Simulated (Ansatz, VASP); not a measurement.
# Ba2H3NO6 in two plane-wave programs, part 2 of 2

Aim: how closely do two programs agree when they are given the same cell, functional and k mesh?

VASP 6.6.1 and Ansatz 0.2.0.

So far. Step 2 (VASP: single point, PBE): The run ends at a pressure of -3.95 GPa, with forces up to 0.059 eV/Å.

## Step 3: Ansatz: single point, PBE

Level of this step: Ansatz beside VASP: Kohn-Sham DFT, plane waves, PBE (Ansatz).

Ansatz runs on its default PAW (the set named soft_2) files.

The same cell, functional, mesh and smearing now go to Ansatz, which takes its cutoff from its data sets.

File input.yaml:

```yaml
crystal:
  lattice:
    - [7.0720693552, 0.0, 0.0]
    - [-3.5360346776, 6.124591719, 0.0]
    - [0.0, 0.0, 7.6799165504]
  atoms:
    - { symbol: Ba, position: [0.6666666667, 0.3333333333, 0.0] }
    - { symbol: Ba, position: [0.6666666667, 0.3333333333, 0.5] }
    - { symbol: Ba, position: [0.3333333333, 0.6666666667, 0.0] }
    - { symbol: Ba, position: [0.3333333333, 0.6666666667, 0.5] }
    - { symbol: O, position: [0.0, 0.451861744, 0.25] }
    - { symbol: O, position: [0.0, 0.451861744, 0.75] }
    - { symbol: O, position: [0.548138256, 0.548138256, 0.25] }
    - { symbol: O, position: [0.548138256, 0.548138256, 0.75] }
    - { symbol: O, position: [0.451861744, 0.0, 0.25] }
    - { symbol: O, position: [0.451861744, 0.0, 0.75] }
    - { symbol: O, position: [0.8205211142, 0.0, 0.0] }
    - { symbol: O, position: [0.8205211142, 0.0, 0.5] }
    - { symbol: O, position: [0.0, 0.8205211142, 0.0] }
    - { symbol: O, position: [0.0, 0.8205211142, 0.5] }
    - { symbol: O, position: [0.1794788858, 0.1794788858, 0.0] }
    - { symbol: O, position: [0.1794788858, 0.1794788858, 0.5] }
    - { symbol: "N", position: [0.0, 0.0, 0.0] }
    - { symbol: "N", position: [0.0, 0.0, 0.5] }
    - { symbol: H, position: [0.0, 0.3137930478, 0.25] }
    - { symbol: H, position: [0.0, 0.3137930478, 0.75] }
    - { symbol: H, position: [0.6862069522, 0.6862069522, 0.25] }
    - { symbol: H, position: [0.6862069522, 0.6862069522, 0.75] }
    - { symbol: H, position: [0.3137930478, 0.0, 0.25] }
    - { symbol: H, position: [0.3137930478, 0.0, 0.75] }
hamiltonian:
  xc: pbe
  pseudopotentials: { kind: paw }
kpoints:
  mp_grid: { grid: [2, 2, 2] }
scf:
  occupations: { method: gaussian, width: 0.05 }
  n_extra_bands: 10
output:
  forces: true
  stress: true
  eigenvalues: true
```

Run with:

```
$ ansatz run input.yaml --threads 8 --pin off --max-ram 18432MiB --backend cpu --events-out ev --progress --plain --runs-dir out
```

Numbers of over 12 decimals in the logs are rounded to 6 here.

What it wrote:

```text
scf.n_extra_bands = 10 over 64 filled bands (N_el = 128.0): the run solves 74 bands
Engine: ansatz 0.2.0, aarch64-unknown-linux-gnu
Pseudopotentials: kind: paw
Pseudopotential: Ba, paw, valence charge 10, recommended cutoff 420 eV (normal), Ba.paw.azcp
Pseudopotential: O, paw, valence charge 6, recommended cutoff 420 eV (normal), O.paw.azcp
Pseudopotential: N, paw, valence charge 5, recommended cutoff 420 eV (normal), N.paw.azcp
Pseudopotential: H, paw, valence charge 1, recommended cutoff 420 eV (normal), H.paw.azcp
Functional definition: PBE
  parameter kappa = 0.804
  parameter beta = 0.066725
  exchange = pbe_x(kappa = kappa, mu = beta*pi^2/3)
  correlation = pbe_c(beta = beta)
Crystal: 24 atoms, lattice volume = 332.644 Å³
Basis set: ecut = 420 eV, 6535 PW (Γ), exchange–correlation on 96×96×108 points (8 copies of the dense FFT grid, shifted against one another)
Bands: 74, of which v1, the nominal top of the filled ones, is band 64 counted from 1 (63 counted from 0)
Symmetry: 24 space group operations
Space group: P-62m (ITA 189), of the structure as read, at distance tolerance 6.9e-5 Å
k-points: 4 of 8
Non-local potential: Ba, projectors of the file, l = 0: 3, l = 1: 2, l = 2: 2, l = 3: 2
Non-local potential: O, projectors of the file, l = 0: 2, l = 1: 2, l = 2: 1
Non-local potential: N, projectors of the file, l = 0: 2, l = 1: 2, l = 2: 1
Non-local potential: H, projectors of the file, l = 0: 2, l = 1: 1
PAW form: soft (Blöchl's): semilocal exchange-correlation on the pseudo side does not see the compensation charge
PAW one-centre angular grid: Ba, 194 points (default); XC on 64 Gauss nodes
PAW one-centre angular grid: O, 110 points (default); XC on 64 Gauss nodes
PAW one-centre angular grid: N, 110 points (default); XC on 64 Gauss nodes
PAW one-centre angular grid: H, 110 points (default); XC on 64 Gauss nodes
Initial density: superposition of atomic densities (neutral atoms: chi_scale 0, normalization atom), corrected by the library's trained network
Initial wavefunctions: pseudopotential atomic-orbital guess
Functional: x = pbe(κ = 0.804, μ = 0.219515), c = pbe(β = 0.066725)
SCF iter   1: F=—  HF=-31478.300389 eV  |F-HF|=—  |Δ(HF+E_count)|=         —  Δρ=1.74e-3  dr2=9.62e-3  ethr=1.77e-3  ⟨swp⟩=10.0  Hψ=1557  notcnv=0  defer=2
preconditioner: auto → Resta (q_TF=auto, 2.327 Å⁻¹)  ε∞=3.9  [insulator: Δε(μ)=2.817 eV  Ē_g=12.925 eV  σ=0.050 eV  W_gap=1.00  n_scr=70 (ndim 8)  ℏωp=21.9 eV  f_vac=0.058  D(μ)=0.00/eV (n_scr^D=0)  ε∞_Penn≈3.9]
SCF iter   2: F=—  HF=-31478.300693 eV  |F-HF|=—  |Δ(HF+E_count)|=   3.04e-4  Δρ=8.48e-4  dr2=2.06e-3  ethr=7.52e-6  ⟨swp⟩=3.0  Hψ=570  notcnv=0  defer=6
SCF iter   3: F=—  HF=-31478.301252 eV  |F-HF|=—  |Δ(HF+E_count)|=   5.58e-4  Δρ=3.98e-4  dr2=7.50e-4  ethr=1.61e-6  ⟨swp⟩=2.0  Hψ=413  notcnv=0  defer=6
SCF iter   4: F=—  HF=-31478.301346 eV  |F-HF|=—  |Δ(HF+E_count)|=   9.43e-5  Δρ=1.10e-4  dr2=8.72e-5  ethr=5.86e-7  ⟨swp⟩=3.0  Hψ=612  notcnv=0  defer=6
SCF iter   5: F=—  HF=-31478.301677 eV  |F-HF|=—  |Δ(HF+E_count)|=   3.31e-4  Δρ=5.36e-5  dr2=8.40e-6  ethr=6.81e-8  ⟨swp⟩=2.0  Hψ=420  notcnv=0  defer=6
SCF iter   6: F=—  HF=-31478.301686 eV  |F-HF|=—  |Δ(HF+E_count)|=   8.41e-6  Δρ=1.14e-5  dr2=3.11e-7  ethr=6.56e-9  ⟨swp⟩=2.0  Hψ=532  notcnv=0  defer=6
SCF iter   7: F=-31478.301686 eV  HF=-31478.301686 eV  |F-HF|=1.75e-8  |Δ(HF+E_count)|=   3.18e-7  Δρ=5.40e-6  dr2=9.40e-8  ethr=7.81e-11  ⟨swp⟩=15.5  Hψ=1623  notcnv=0
SCF 1 converged in 7 iterations: F = -31478.301686 eV  dr2 = 9.40e-8
  greatest PAW one-centre occupation: 0.955 electrons in one spin orbital (limit 2), on the Ba atom at site 3 (counted from 0), in its partial waves of l = 0
SCF converged after 7 iterations
Free energy (F): -31478.301686 eV
Harris-Foulkes:  -31478.301686 eV  (|F-HF|=1.75e-8)
Internal energy: -31478.301686 eV  (E = F + TS)
E sigma→0 (E₀):  -31478.301686 eV
Fermi energy:    5.429677 eV
--- Per-component energies (eV) ---
  E_band       = -617.654187
  E_kinetic    = 3117.953350
  E_local      = -7170.058854  (includes V_loc(G=0)·N_el)
  E_nonlocal   = 905.314500
  E_hartree    = 2515.761822
  E_xc         = -1729.210515
  E_vxc        = -1890.107981  (∫ρ·V_xc dr)
  E_paw        = -23056.339367  (= ΣΔE_a)
  E_vpaw       = -612.295556  (= ΣTr[D̂ρ^β])
  E_aug_tail   = 0.021658  (compensation charges beyond the density's cutoff)
  E_ewald      = -6061.744279
  E_smearing   = -0.000000  (= −TS)
  E_closure    = 0.000000  (closes the sum)
  Σ components = -31478.301686   (vs F -31478.301686, Δ=0.00e0)
--- Forces (eV/Å), atoms counted from 1 ---
  atom   1  Ba    -0.00000000    -0.00000000     0.00000000
  atom   2  Ba    -0.00000000    -0.00000000    -0.00000000
  atom   3  Ba    -0.00000000     0.00000000     0.00000000
  atom   4  Ba    -0.00000000    -0.00000000     0.00000000
  atom   5  O      0.05568531    -0.09644979     0.00000000
  atom   6  O      0.05568531    -0.09644979     0.00000000
  atom   7  O      0.05568531     0.09644979     0.00000000
  atom   8  O      0.05568531     0.09644979     0.00000000
  atom   9  O     -0.11137062     0.00000000     0.00000000
  atom  10  O     -0.11137062    -0.00000000     0.00000000
  atom  11  O      0.33941548    -0.00000000    -0.00000000
  atom  12  O      0.33941548     0.00000000     0.00000000
  atom  13  O     -0.16970774     0.29394243    -0.00000000
  atom  14  O     -0.16970774     0.29394243     0.00000000
  atom  15  O     -0.16970774    -0.29394243    -0.00000000
  atom  16  O     -0.16970774    -0.29394243     0.00000000
  atom  17  N      0.00000000     0.00000000     0.00000000
  atom  18  N      0.00000000     0.00000000     0.00000000
  atom  19  H     -0.06050093     0.10479068     0.00000000
  atom  20  H     -0.06050093     0.10479068    -0.00000000
  atom  21  H     -0.06050093    -0.10479068     0.00000000
  atom  22  H     -0.06050093    -0.10479068     0.00000000
  atom  23  H      0.12100186    -0.00000000     0.00000000
  atom  24  H      0.12100186     0.00000000    -0.00000000
  max |Σ_I F_I| component: 2.22e-16 eV/Å
--- Stress (GPa, compression-positive) ---
       -1.262456       0.000000       0.000000
       -0.000000      -1.262456       0.000000
        0.000000       0.000000      -0.283193
  P = ⅓ Tr σ = -0.9360 GPa (-9.360 kbar)
--- Band table (eV) ---
  k-point 0: bands = [... 60 lower, 3.8250, 3.8250, 3.9620, 3.9811, 6.8782, 7.3268, 8.5776, 8.9847, ... 6 higher]
  k-point 1: bands = [... 60 lower, 3.5194, 3.5194, 3.5329, 3.5329, 7.0521, 7.0521, 9.6015, 9.6015, ... 6 higher]
  k-point 2: bands = [... 60 lower, 3.5901, 3.7272, 3.7608, 3.8628, 6.9715, 7.2661, 9.5721, 9.6642, ... 6 higher]
  k-point 3: bands = [... 60 lower, 3.7254, 3.7254, 3.8431, 3.8431, 7.1052, 7.1052, 10.1849, 10.1849, ... 6 higher]
```

Run time: 2.1 s. Hardware: 8 threads of Arm Neoverse N1, shared host; peak memory 0.79 GiB; 13 s of CPU time.

Reading the cycles: dr2 is the Hartree energy of the density residual (eV), the measure of convergence; HF is the Harris–Foulkes estimate of the energy, which meets the free energy F at convergence.

The run ends at a pressure of -0.94 GPa, with forces up to 0.34 eV/Å.

## Step 4: Side by side

Known differences besides the PAW data sets themselves: the cutoff is 420 eV in Ansatz and 400 eV in VASP (PREC = Normal, projectors in real space); VASP leaves aspherical gradient terms in its spheres out (LASPH is not set), Ansatz keeps them. Total energies have different zeros and are not compared.

Compared:

```tsv
quantity	Ansatz	VASP	difference
pressure (GPa)	-0.94	-3.95	+3.01
gap on the k mesh (eV)	2.897	2.851	+0.046
```

Forces on 10 of the 24 atoms, picked by the larger force of the two programs (eV/Å; atoms numbered as in POSCAR):

```tsv
atom	Ansatz x, y, z	VASP x, y, z
O11	0.339, 0.000, 0.000	-0.059, 0.000, 0.000
O12	0.339, 0.000, 0.000	-0.059, 0.000, 0.000
O13	-0.170, 0.294, 0.000	0.029, -0.051, 0.000
O14	-0.170, 0.294, 0.000	0.029, -0.051, 0.000
O15	-0.170, -0.294, 0.000	0.029, 0.051, 0.000
O16	-0.170, -0.294, 0.000	0.029, 0.051, 0.000
H19	-0.061, 0.105, 0.000	0.023, -0.039, 0.000
H20	-0.061, 0.105, 0.000	0.023, -0.039, 0.000
H23	0.121, 0.000, 0.000	-0.045, 0.000, 0.000
H24	0.121, 0.000, 0.000	-0.045, 0.000, 0.000
```

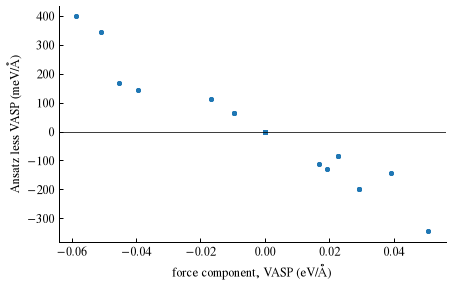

Difference of the force components against their size.

The forces differ by 130 meV/Å r.m.s., which is 588.5 % of the r.m.s. force of 0.02 eV/Å (both taken over all components). Ansatz's pressure holds a Pulay correction of 0.55 GPa; VASP's holds none.

## Step 5: What moves the difference

The difference is large enough to ask for its cause, so further runs change the set-up of one program at a time, as the table lists.

```tsv
run	r.m.s. force difference (meV/Å)
as above	130
Ansatz's larger PAW set (cutoff 1000 eV)	147
norm-conserving potentials (cutoff 1240 eV)	138
```

## Step 6: Outcome

- r.m.s. force difference (single point, PBE): 130 meV/Å
- difference in pressure (single point, PBE): 3.0 GPa
- difference in gap on the k mesh (single point, PBE): 0.046 eV

In words: The r.m.s. force difference is 130 meV/Å (single point, PBE), beyond the 12 meV/Å picked in this series as the mark of a large difference. Also far apart in the single point, PBE pair: the difference in pressure, 3.0 GPa. For single point, PBE: no further run halves the r.m.s. force difference; only Ansatz's side was varied, and Ansatz's runs with other potentials lie closer to each other than to VASP, which for this quantity points to VASP's side; this was not tested here. How closely two codes agree says nothing of how well the functional describes the real material.

[Lines on the potential files, build, host, timing and source positions are cut from VASP's logs without a mark.]

[Logs are printed without paths, hosts, clocks, repeated set-up lines and the standing remarks that a program may print on its own settings, such as how far it seeks lower states.]

[Hosts, paths, dates, database ids (printed as entryN), source tags and the programs' standing remarks are cut or masked in the printed files.]
